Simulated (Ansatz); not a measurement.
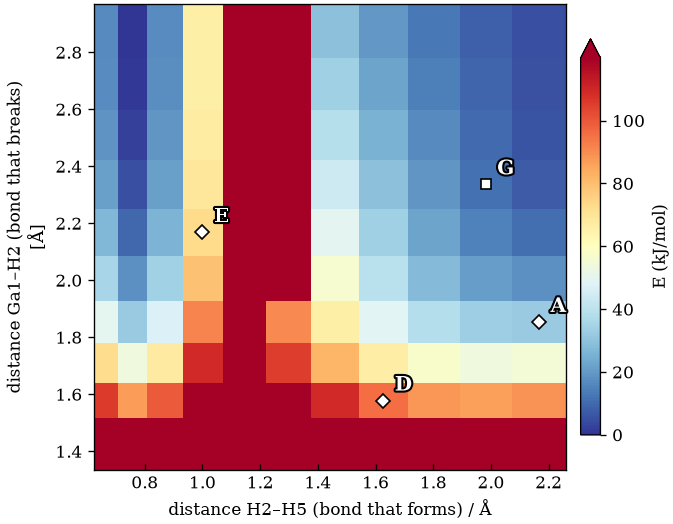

The reacting system GaH₆N (fragments GaH₆N where the first distance is long, GaH₄N + H₂ where the second is long). The first coordinate is: distance H2–H5 (bond that forms); the second: distance Ga1–H2 (bond that breaks). Relaxed at each point: all other coordinates. The grid has 11 × 11 points. Points are written as (first, second). All energies are given in kJ/mol relative to the lowest grid point. Energies and slopes of some neighbouring points disagree (a jump in structure or state, or too coarse a mesh). The reference is spin-restricted, so regions where a bond is pulled apart into radicals lie too high. The calculation used RKS BHLYP-D4/def2-SVP in Ansatz.

In the figure: one coloured cell a grid point, one colour for all values above the top of the scale, lettered points.

Question: Rank the lettered points by energy, lowest first.

Answer: G (12 kJ/mol), A (32 kJ/mol), E (73 kJ/mol), D (96 kJ/mol).
